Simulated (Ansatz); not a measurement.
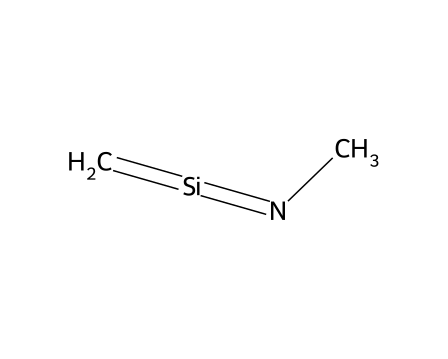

The drawing above gives the connectivity. Computed geometry: PBE0-D4/def2-TZVP optimisation. No frequency run is at hand to confirm it as a minimum.

Describe the 3D structure.

The molecule is C₂H₅NSi. SMILES: `C=[Si]=NC`. It has no ring. Coordination, clear cases only: 1 C tetrahedral.

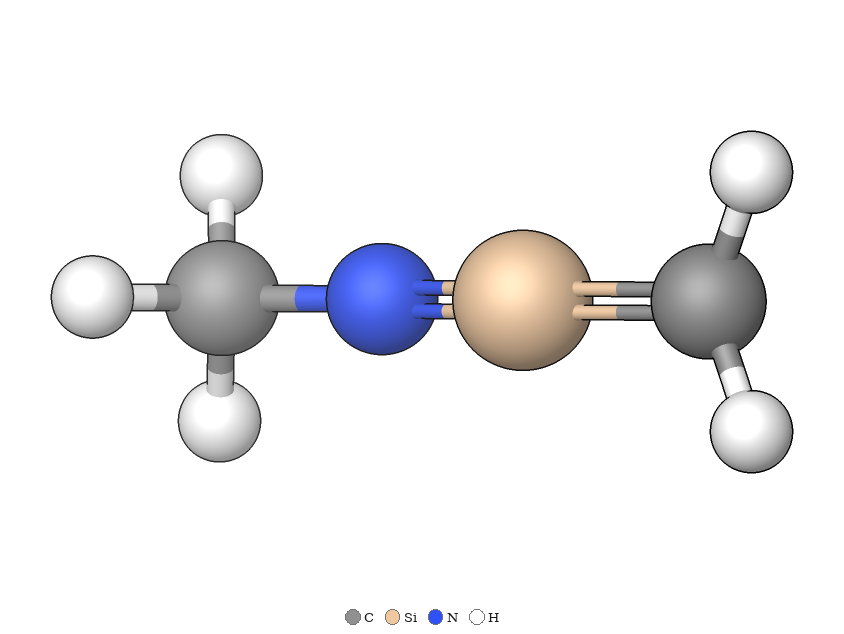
